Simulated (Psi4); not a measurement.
# Run report: CO2, geometry relaxation (part 3 of 3)

CO2; MP2/6-311G**, RHF (Psi4 1.11). The geometry comes from this level: GFN2-xTB.

Geometry of the input (Å):
```
O  0.3674  -1.0795  0.0872
C  0.0002  0.0001  0.0001
O  -0.3675  1.0794  -0.0873
```

The program's output, continued
```
 L = 1.  Multiply by 2.5417464519 to convert [e a0] to [Debye]
 Dipole X            :          0.0000238           -0.0000000            0.0000238
 Dipole Y            :          0.0000000            0.0000000            0.0000000
 Dipole Z            :          0.0000115           -0.0000000            0.0000115
 Magnitude           :                                                    0.0000264

 ------------------------------------------------------------------------------------

	total time  =          1 seconds =       0.02 minutes

  //>>>>>>>>>>>>>>>>>>>>>>>>>>>>>>>>>>>//
  //               DFMP2               //
  //<<<<<<<<<<<<<<<<<<<<<<<<<<<<<<<<<<<//

  ==> Geometry <==

    Molecular point group: cs
    Full point group: C_inf_v

    Geometry (in Angstrom), charge = 0, multiplicity = 1:

       Center              X                  Y                   Z               Mass
    ------------   -----------------  -----------------  -----------------  -----------------
         O            0.000011794922     0.000000000000    -1.168680422295    15.994914619570
         C            0.000011794922     0.000000000000     0.000001466344    12.000000000000
         O           -0.000020643926     0.000000000000     1.168679322188    15.994914619570

  Nuclear repulsion =   57.958286579012480
  Reference energy  = -187.682283843245415

  => Iterations <=

             Iter  Converged  Remaining    Residual
  CGR           1          0          1   1.059E-01
  CGR           2          0          1   3.155E-02
  CGR           3          0          1   8.303E-03
  CGR           4          0          1   1.509E-03
  CGR           5          0          1   2.236E-04
  CGR           6          0          1   1.633E-05
  CGR           7          0          1   2.074E-06
  CGR           8          1          0   7.379E-07

    CGRSolver converged.

   => Auxiliary Basis Set <=

  Basis Set: (6-311G** AUX)
    Blend: CC-PVTZ-JKFIT
    Number of shells: 75
    Number of basis functions: 237
    Number of Cartesian functions: 288
    Spherical Harmonics?: true
    Max angular momentum: 4

	-----------------------------------------------------------
	 ==================> DF-MP2 Energies <====================
	-----------------------------------------------------------
	 Reference Energy          =    -187.6822838432454148 [Eh]
	 Singles Energy            =      -0.0000000000000000 [Eh]
	 Same-Spin Energy          =      -0.1444204947399154 [Eh]
	 Opposite-Spin Energy      =      -0.3722777536924251 [Eh]
	 Correlation Energy        =      -0.5166982484323406 [Eh]
	 Total Energy              =    -188.1989820916777489 [Eh]
	-----------------------------------------------------------
	 ================> DF-SCS-MP2 Energies <==================
	-----------------------------------------------------------
	 SCS Same-Spin Scale       =       0.3333333333333333 [-]
	 SCS Opposite-Spin Scale   =       1.2000000000000000 [-]
	 SCS Same-Spin Energy      =      -0.0481401649133051 [Eh]
	 SCS Opposite-Spin Energy  =      -0.4467333044309101 [Eh]
	 SCS Correlation Energy    =      -0.4948734693442153 [Eh]
	 SCS Total Energy          =    -188.1771573125896282 [Eh]
	-----------------------------------------------------------

  -Total Gradient:
     Atom            X                  Y                   Z
    ------   -----------------  -----------------  -----------------
       1       -0.000002190847     0.000000000000     0.000648472764
       2        0.000004363468     0.000000000000     0.000007593916
       3       -0.000002172621     0.000000000000    -0.000656066680

	total time  =          1 seconds =       0.02 minutes

    			-----------------------------------------

    			 OPTKING 3.0: for geometry optimizations

    			        with contributions from

    			-----------------------------------------

	                            ===> Fragment 1 <==

	 Z (Atomic Numbers)          Masses                          Geom
	       8.000000            15.994915          0.00002229  0.00000000 -2.20848593
	       6.000000            12.000000          0.00002229  0.00000000  0.00000277
	       8.000000            15.994915         -0.00003901  0.00000000  2.20848385

	 - Coordinate -           - BOHR/RAD -       - ANG/DEG -
	 R(1,2)           =         2.208489           1.168682
	 R(2,3)           =         2.208481           1.168678
	 L(1,2,3)         =         3.141565         179.998410
	 l(1,2,3)         =         3.141593         180.000000

	        --- Internal Coordinate Step in ANG or DEG, aJ/ANG or AJ/DEG ---
	-------------------------------------------------------------------------------
	           Coordinate      Previous         Force          Change          New
	           ----------      --------        ------          ------        ------
	               R(1,2)       1.16868        0.00534        0.00029       1.16897
	               R(2,3)       1.16868        0.00541        0.00029       1.16897
	             L(1,2,3)     179.99841        0.00000        0.00119     179.99960
	             l(1,2,3)     180.00000        0.00000        0.00000     180.00000
	-------------------------------------------------------------------------------

	                                 ==> Convergence Check <==

	Measures of convergence in internal coordinates in au.

	Criteria marked as inactive (o), active & met (*), and active & unmet ( ).

	----------------------------------------------------------------------------------------------
	   Step    Total Energy     Delta E     Max Force     RMS Force      Max Disp      RMS Disp
	----------------------------------------------------------------------------------------------
	  Convergence Criteria     1.00e-06 *    3.00e-04 *             o    1.20e-03 *             o
	----------------------------------------------------------------------------------------------
	     3    -188.19898209   -5.49e-05      6.56e-04      4.61e-04 o    5.51e-04 *    3.87e-04 o  ~
	----------------------------------------------------------------------------------------------

Next Geometry in Ang
	Fragment 1 (Ang)

	    O   0.0000158578   0.0000000000  -1.1689697556
	    C   0.0000036771   0.0000000000   0.0000004678
	    O  -0.0000165890   0.0000000000   1.1689696541

    Structure for next step:
    Molecular point group: cs
    Full point group: C_inf_v

    Geometry (in Angstrom), charge = 0, multiplicity = 1:

    O            0.000002939906     0.000000000000    -1.168969846415
    C            0.000002939906     0.000000000000     0.000000377044
    O           -0.000005145537     0.000000000000     1.168969563543

gradient() will perform analytic gradient computation.
    SCF Algorithm Type (re)set to DF.

  ==> Geometry <==

    Molecular point group: cs
    Full point group: C_inf_v

    Geometry (in Angstrom), charge = 0, multiplicity = 1:

       Center              X                  Y                   Z               Mass
    ------------   -----------------  -----------------  -----------------  -----------------
         O            0.000002939906     0.000000000000    -1.168969846415    15.994914619570
         C            0.000002939906     0.000000000000     0.000000377044    12.000000000000
         O           -0.000005145537     0.000000000000     1.168969563543    15.994914619570

  Running in cs symmetry.

  Rotational constants: A = ************  B =      0.38564  C =      0.38564 [cm^-1]
  Rotational constants: A = ************  B =  11561.08955  C =  11561.08955 [MHz]
  Nuclear repulsion =   57.943916490361310

  Charge       = 0
  Multiplicity = 1
  Electrons    = 22
  Nalpha       = 11
  Nbeta        = 11

   => Auxiliary Basis Set <=

  Basis Set: (6-311G** AUX)
    Blend: CC-PVTZ-JKFIT
    Number of shells: 75
    Number of basis functions: 237
    Number of Cartesian functions: 288
    Spherical Harmonics?: true
    Max angular momentum: 4

  Minimum eigenvalue in the overlap matrix is 8.3182789093E-03.
  Reciprocal condition number of the overlap matrix is 2.1393235516E-03.
    Using symmetric orthogonalization.

  ==> Iterations <==

                           Total Energy        Delta E     RMS |[F,P]|

   @DF-RHF iter   0:  -187.68131823409962   -1.87681e+02   3.92271e-05
   @DF-RHF iter   1:  -187.68219695711542   -8.78723e-04   6.37523e-06 DIIS
   @DF-RHF iter   2:  -187.68219698838300   -3.12676e-08   2.41796e-06 DIIS
   @DF-RHF iter   3:  -187.68219699213114   -3.74814e-09   6.58242e-07 DIIS
   @DF-RHF iter   4:  -187.68219699258259   -4.51450e-10   3.57041e-07 DIIS
   @DF-RHF iter   5:  -187.68219699270651   -1.23919e-10   5.54652e-08 DIIS
   @DF-RHF iter   6:  -187.68219699271162   -5.11591e-12   9.19656e-09 DIIS
   @DF-RHF iter   7:  -187.68219699271174   -1.13687e-13   5.66634e-09 DIIS
   @DF-RHF iter   8:  -187.68219699271174    0.00000e+00   5.34766e-10 DIIS
   @DF-RHF iter   9:  -187.68219699271174    0.00000e+00   6.28809e-11 DIIS
  Energy and wave function converged.

  ==> Post-Iterations <==

    Orbital Energies [Eh]
    ---------------------

    Doubly Occupied:

       1Ap   -20.648991     2Ap   -20.648945     3Ap   -11.465097
       4Ap    -1.526357     5Ap    -1.473440     6Ap    -0.797987
       7Ap    -0.738761     1App   -0.709043     8Ap    -0.709043
       2App   -0.540561     9Ap    -0.540561

    Virtual:

      10Ap     0.203626     3App    0.203626    11Ap     0.223347
      12Ap     0.439902    13Ap     0.514617     4App    0.514617
      14Ap     0.710182    15Ap     0.833974    16Ap     0.907216
       5App    0.981138    17Ap     0.981138    18Ap     1.164644
       6App    1.164644    19Ap     1.345404    20Ap     1.418858
       7App    1.418858    21Ap     1.500847     8App    1.649652
      22Ap     1.649652    23Ap     1.821589    24Ap     2.807284
       9App    2.807284    25Ap     2.951999    26Ap     3.109018
      10App    3.109018    27Ap     3.222992    11App    3.222992
      12App    3.438466    28Ap     3.438466    29Ap     3.524301
      30Ap     3.973965    13App    4.012228    31Ap     4.012228
      32Ap     4.015160    33Ap     5.385242    14App    5.385242
      34Ap     5.456640    15App    5.456640    35Ap     5.996313
      36Ap     6.135251    37Ap    25.427262    38Ap    51.509719
      39Ap    51.709621

    Final Occupation by Irrep:
             Ap   App
    DOCC [     9,    2 ]
    NA   [     9,    2 ]
    NB   [     9,    2 ]

  @DF-RHF Final Energy:  -187.68219699271174

   => Energetics <=

    Nuclear Repulsion Energy =             57.9439164903613104
    One-Electron Energy =                -371.6546546910059874
    Two-Electron Energy =                 126.0285412079329745
    Total Energy =                       -187.6821969927117379

Computation Completed

Properties will be evaluated at   0.000000,   0.000000,   0.000000 [a0]

Properties computed using the SCF density matrix

 Multipole Moments:

 ------------------------------------------------------------------------------------
     Multipole            Electronic (a.u.)      Nuclear  (a.u.)        Total (a.u.)
 ------------------------------------------------------------------------------------

 L = 1.  Multiply by 2.5417464519 to convert [e a0] to [Debye]
 Dipole X            :          0.0000059           -0.0000000            0.0000059
 Dipole Y            :          0.0000000            0.0000000            0.0000000
 Dipole Z            :          0.0000029           -0.0000000            0.0000029
 Magnitude           :                                                    0.0000066

 ------------------------------------------------------------------------------------

	total time  =          1 seconds =       0.02 minutes

  //>>>>>>>>>>>>>>>>>>>>>>>>>>>>>>>>>>>//
  //               DFMP2               //
  //<<<<<<<<<<<<<<<<<<<<<<<<<<<<<<<<<<<//

  ==> Geometry <==

    Molecular point group: cs
    Full point group: C_inf_v

    Geometry (in Angstrom), charge = 0, multiplicity = 1:

       Center              X                  Y                   Z               Mass
    ------------   -----------------  -----------------  -----------------  -----------------
         O            0.000002939906     0.000000000000    -1.168969846415    15.994914619570
         C            0.000002939906     0.000000000000     0.000000377044    12.000000000000
         O           -0.000005145537     0.000000000000     1.168969563543    15.994914619570

  Nuclear repulsion =   57.943916490361310
  Reference energy  = -187.682196992711738

  => Iterations <=

             Iter  Converged  Remaining    Residual
  CGR           1          0          1   1.060E-01
  CGR           2          0          1   3.160E-02
  CGR           3          0          1   8.318E-03
  CGR           4          0          1   1.512E-03
  CGR           5          0          1   2.240E-04
  CGR           6          0          1   1.635E-05
  CGR           7          0          1   1.978E-06
  CGR           8          1          0   2.809E-07

    CGRSolver converged.

   => Auxiliary Basis Set <=

  Basis Set: (6-311G** AUX)
    Blend: CC-PVTZ-JKFIT
    Number of shells: 75
    Number of basis functions: 237
    Number of Cartesian functions: 288
    Spherical Harmonics?: true
    Max angular momentum: 4

	-----------------------------------------------------------
	 ==================> DF-MP2 Energies <====================
	-----------------------------------------------------------
	 Reference Energy          =    -187.6821969927117379 [Eh]
	 Singles Energy            =      -0.0000000000000000 [Eh]
	 Same-Spin Energy          =      -0.1444460008875320 [Eh]
	 Opposite-Spin Energy      =      -0.3723394854697015 [Eh]
	 Correlation Energy        =      -0.5167854863572334 [Eh]
	 Total Energy              =    -188.1989824790689738 [Eh]
	-----------------------------------------------------------
	 ================> DF-SCS-MP2 Energies <==================
	-----------------------------------------------------------
	 SCS Same-Spin Scale       =       0.3333333333333333 [-]
	 SCS Opposite-Spin Scale   =       1.2000000000000000 [-]
	 SCS Same-Spin Energy      =      -0.0481486669625107 [Eh]
	 SCS Opposite-Spin Energy  =      -0.4468073825636418 [Eh]
	 SCS Correlation Energy    =      -0.4949560495261525 [Eh]
	 SCS Total Energy          =    -188.1771530422379044 [Eh]
	-----------------------------------------------------------

  -Total Gradient:
     Atom            X                  Y                   Z
    ------   -----------------  -----------------  -----------------
       1       -0.000000545375     0.000000000000     0.000054147837
       2        0.000001090227     0.000000000000     0.000001946045
       3       -0.000000544852     0.000000000000    -0.000056093882

	total time  =          0 seconds =       0.00 minutes

    			-----------------------------------------

    			 OPTKING 3.0: for geometry optimizations

    			        with contributions from

    			-----------------------------------------

	                            ===> Fragment 1 <==

	 Z (Atomic Numbers)          Masses                          Geom
	       8.000000            15.994915          0.00000556  0.00000000 -2.20903286
	       6.000000            12.000000          0.00000556  0.00000000  0.00000071
	       8.000000            15.994915         -0.00000972  0.00000000  2.20903232

	 - Coordinate -           - BOHR/RAD -       - ANG/DEG -
	 R(1,2)           =         2.209034           1.168970
	 R(2,3)           =         2.209032           1.168969
	 L(1,2,3)         =         3.141600         180.000396
	 l(1,2,3)         =         3.141593         180.000000

	        --- Internal Coordinate Step in ANG or DEG, aJ/ANG or AJ/DEG ---
	-------------------------------------------------------------------------------
	           Coordinate      Previous         Force          Change          New
	           ----------      --------        ------          ------        ------
	               R(1,2)       1.16897        0.00045        0.00002       1.16899
	               R(2,3)       1.16897        0.00046        0.00002       1.16899
	             L(1,2,3)     180.00040       -0.00000       -0.00027     180.00013
	             l(1,2,3)     180.00000        0.00000        0.00000     180.00000
	-------------------------------------------------------------------------------

	                                 ==> Convergence Check <==

	Measures of convergence in internal coordinates in au.

	Criteria marked as inactive (o), active & met (*), and active & unmet ( ).

	----------------------------------------------------------------------------------------------
	   Step    Total Energy     Delta E     Max Force     RMS Force      Max Disp      RMS Disp
	----------------------------------------------------------------------------------------------
	  Convergence Criteria     1.00e-06 *    3.00e-04 *             o    1.20e-03 *             o
	----------------------------------------------------------------------------------------------
	     4    -188.19898248   -3.87e-07 *    5.61e-05 *    3.90e-05 o    4.70e-05 *    3.28e-05 o  ~
	----------------------------------------------------------------------------------------------

Next Geometry in Ang
	Fragment 1 (Ang)

	    O   0.0000038527   0.0000000000  -1.1689942368
	    C   0.0000011145   0.0000000000   0.0000001271
	    O  -0.0000042329   0.0000000000   1.1689942039

    Final optimized geometry and variables:
    Molecular point group: cs
    Full point group: C_inf_v

    Geometry (in Angstrom), charge = 0, multiplicity = 1:

    O            0.000002939906     0.000000000000    -1.168969846415
    C            0.000002939906     0.000000000000     0.000000377044
    O           -0.000005145537     0.000000000000     1.168969563543

    Psi4 run time: 0:00:10.16

[set-up sections that repeat, and orbital energies of the middle runs, are left out above]
```

Trajectory as extended XYZ (Å, eV, eV/Å), 4 frames, from step=0 to step=3
```
3
Properties=species:S:1:pos:R:3:forces:R:3 step=0 energy=-5121.08284
O     0.3674   -1.0795    0.0872    0.9432  -2.7661   0.2244
C     0.0002    0.0001    0.0001   -0.0003  -0.0085  -0.0010
O    -0.3675    1.0794   -0.0873   -0.9429   2.7747  -0.2235
3
Properties=species:S:1:pos:R:3:forces:R:3 step=1 energy=-5121.15370
O     0.5341    0.0985   -1.0309    0.1846   0.0339  -0.3551
C     0.0000    0.0000    0.0000   -0.0002   0.0001  -0.0021
O    -0.5342   -0.0985    1.0309   -0.1845  -0.0341   0.3572
3
Properties=species:S:1:pos:R:3:forces:R:3 step=2 energy=-5121.15519
O     0.5357    0.0988   -1.0340    0.0154   0.0028  -0.0295
C     0.0000    0.0000    0.0000    0.0000   0.0000  -0.0004
O    -0.5357   -0.0988    1.0340   -0.0154  -0.0029   0.0299
3
Properties=species:S:1:pos:R:3:forces:R:3 step=3 energy=-5121.15520
O     0.5358    0.0988   -1.0342    0.0013   0.0002  -0.0024
C     0.0000    0.0000    0.0000    0.0000   0.0000  -0.0001
O    -0.5358   -0.0988    1.0342   -0.0013  -0.0002   0.0026
```

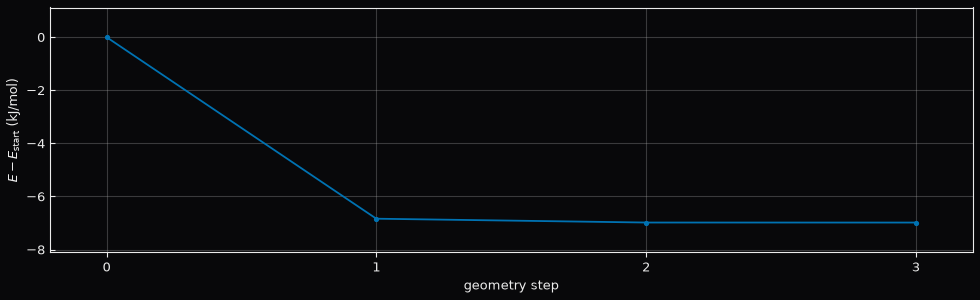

**Figure 1.** Progress of the relaxation, step by step (steps are counted from 0).

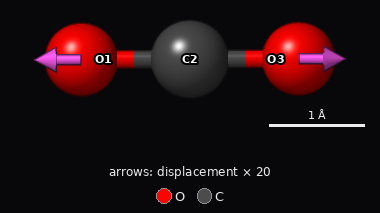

**Figure 2.** The starting structure with the displacements as pink arrows, magnified 20 times (ball-and-stick view, seen on its broad side). The two geometries are laid on each other by the best rigid fit. After 3 geometry steps the energy has fallen by 6.98 kJ/mol. The largest force component goes from 2.8 to 0.0026 eV/Å. The largest moves after the best rigid fit, 0.025 Å, are those of O1 and O3. C stays in place. Among the contacts that change: C2–O3 1.144 → 1.169 Å. (Atoms are counted from 1 in the order of the input.)

Key numbers

| quantity | value |
| --- | --- |
| outcome | converged |
| total energy | −188.198982 hartree |
| SCF energy | −187.682197 hartree |
| MP2 energy | −188.198982 hartree |
| correlation energy | −0.516785 hartree |
| HOMO of the SCF reference | 27.21 eV |
| LUMO of the SCF reference | 0.00 eV |
| hardware | 1 thread of Intel Xeon @ 2.50GHz (Skylake/Cascade Lake), 192 GiB of memory available, shared host |
| wall time | 13 s |
| peak memory | 0.22 GiB |

Notes

The record of the run, not the program, notes: positive occupied level.
